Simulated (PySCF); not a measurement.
Run report: CH5FSi, single-point calculation

- system: CH5FSi, multiplicity 3, SMILES [H][Si]([H])(C)F
- method: BLYP/aug-cc-pVDZ, UKS (PySCF 2.14.0)

The geometry is that of the parent species in another charge or spin state. The geometry comes from this level: GFN2-xTB.

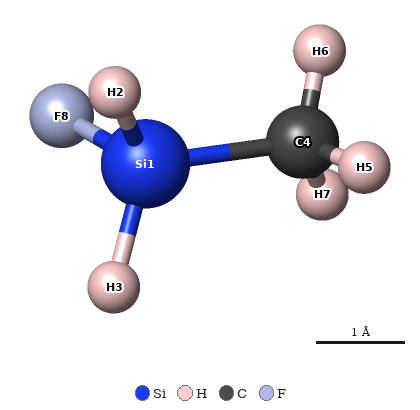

*The structure (ball-and-stick view, seen at a tilt; atoms are numbered from 1 in the order of the input).*

Bond lengths as drawn: C–H 1.09 Å, C–Si 1.89 Å, F–Si 1.61 Å and H–Si 1.46 Å.

### Summary

```json
{"quantity": "outcome", "value": "converged"}
{"quantity": "total energy", "value": "−430.207950 hartree"}
{"quantity": "basis functions", "value": "118"}
{"quantity": "⟨S²⟩", "value": "2.003"}
{"quantity": "dipole moment", "value": "3.46 D"}
{"quantity": "hardware", "value": "1 thread of Arm Neoverse V1, 24 GiB of memory available, shared host"}
{"quantity": "wall time", "value": "5.8 min"}
{"quantity": "peak memory", "value": "0.89 GiB"}
```

### The input (input.py)
```python
from pyscf import gto, dft

mol = gto.M(
    atom='''
Si       0.469780      -0.679870       0.338040
H        0.408100      -0.786060       1.788700
H        1.813870      -0.807760      -0.205760
C       -0.451290       0.830660      -0.326560
H       -0.021280       1.755050       0.045670
H       -1.498220       0.812740      -0.033830
H       -0.416480       0.866460      -1.413090
F       -0.304480      -1.991210      -0.193180
''',
    spin=2,
    max_memory=1860,
    verbose=3,
    charge=0,
    basis='aug-cc-pvdz',
)

mf = dft.UKS(mol, xc='blyp')
mf.grids.level = 5
mf.conv_tol = 1e-10
mf.kernel()
if not mf.converged:
    mf = mf.newton().run(mf.mo_coeff, mf.mo_occ)

e_tot = mf.e_tot
print('Final energy', e_tot)
```

Launched with:
```bash
OMP_NUM_THREADS=1 python input.py
```

### The program's output
```
WARN: HOMO -0.0470636420626862 >= LUMO -0.344857215686738

WARN: HOMO -0.0765123696802377 >= LUMO -0.191930650746269

WARN: HOMO -0.060501915654589 >= LUMO -0.286383935454549

WARN: HOMO -0.0561449693171063 >= LUMO -0.306108651946738

WARN: HOMO -0.0585621689446869 >= LUMO -0.308236731570541

WARN: HOMO -0.0545265517112776 >= LUMO -0.3107333790034

WARN: HOMO -0.0566303515975006 >= LUMO -0.308598706595727

WARN: HOMO -0.0572537978438188 >= LUMO -0.312014810923556

WARN: HOMO -0.0558136662185484 >= LUMO -0.311967709888276

WARN: HOMO -0.0562584315420755 >= LUMO -0.312871061809337

WARN: HOMO -0.0550981992000104 >= LUMO -0.311892663467369

WARN: HOMO -0.0546144820984846 >= LUMO -0.310918784201513

WARN: HOMO -0.0550240975968483 >= LUMO -0.312217200924308

WARN: HOMO -0.0563759102932622 >= LUMO -0.312112698229946

WARN: HOMO -0.0565646241322622 >= LUMO -0.312504186616057

WARN: HOMO -0.0557756096109419 >= LUMO -0.311989234974935

WARN: HOMO -0.0564599580433987 >= LUMO -0.312097348429824

WARN: HOMO -0.0540099957401079 >= LUMO -0.310265405874011

WARN: HOMO -0.0567967806633725 >= LUMO -0.310988066752945

WARN: HOMO -0.0581922948806586 >= LUMO -0.310473406340597

WARN: HOMO -0.0571053428034647 >= LUMO -0.312800233263505

WARN: HOMO -0.0526825358810346 >= LUMO -0.306734486267837

WARN: HOMO -0.0524368688725874 >= LUMO -0.307020037622515

WARN: HOMO -0.0536797776463382 >= LUMO -0.307996185144136

WARN: HOMO -0.0544835514206605 >= LUMO -0.311270613838503

WARN: HOMO -0.054674294334907 >= LUMO -0.311812451787645

WARN: HOMO -0.0543574275159955 >= LUMO -0.311126116397898

WARN: HOMO -0.0559933516680049 >= LUMO -0.312677477972208

WARN: HOMO -0.0574709128810049 >= LUMO -0.311744997023645

WARN: HOMO -0.0579931232571207 >= LUMO -0.311573067428889

WARN: HOMO -0.0577027292845287 >= LUMO -0.312786642454456

WARN: HOMO -0.0566728570021677 >= LUMO -0.313914588973711

WARN: HOMO -0.055410215920336 >= LUMO -0.311975839805824

WARN: HOMO -0.0551936482781006 >= LUMO -0.311506247082162

WARN: HOMO -0.0544125221606357 >= LUMO -0.309221508255306

WARN: HOMO -0.0561267182722451 >= LUMO -0.313123521225101

WARN: HOMO -0.0551490601250304 >= LUMO -0.307892168343172

WARN: HOMO -0.0572138415866563 >= LUMO -0.310187065077551

WARN: HOMO -0.057130184781113 >= LUMO -0.309591142191476

WARN: HOMO -0.0568364919588475 >= LUMO -0.30931756910808

WARN: HOMO -0.0569117973827025 >= LUMO -0.313880662733166

WARN: HOMO -0.0543874532603636 >= LUMO -0.310562957095957

WARN: HOMO -0.0541550424249984 >= LUMO -0.31099450875807

WARN: HOMO -0.0541780536329446 >= LUMO -0.31009861085713

WARN: HOMO -0.0543533105074152 >= LUMO -0.310496480333132

WARN: HOMO -0.0530502367160954 >= LUMO -0.308793531831186

WARN: HOMO -0.0565148931043833 >= LUMO -0.312963516488675

WARN: HOMO -0.0550280370389142 >= LUMO -0.311172226790387

WARN: HOMO -0.0551948512174416 >= LUMO -0.312157045139353

WARN: HOMO -0.0565596889100393 >= LUMO -0.312871809795127

SCF not converged.
SCF energy = -430.199669746845 after 50 cycles  <S^2> = 2.0020111  2S+1 = 3.0013404

WARN: HOMO -0.0533430067373533 >= LUMO -0.282758212221695

WARN: HOMO -0.055198028501493544 > LUMO -0.3199689541883537 was found in the canonicalized orbitals.

converged SCF energy = -430.207949777187  <S^2> = 2.0033902  2S+1 = 3.0022593
Final energy -430.2079497771872
```
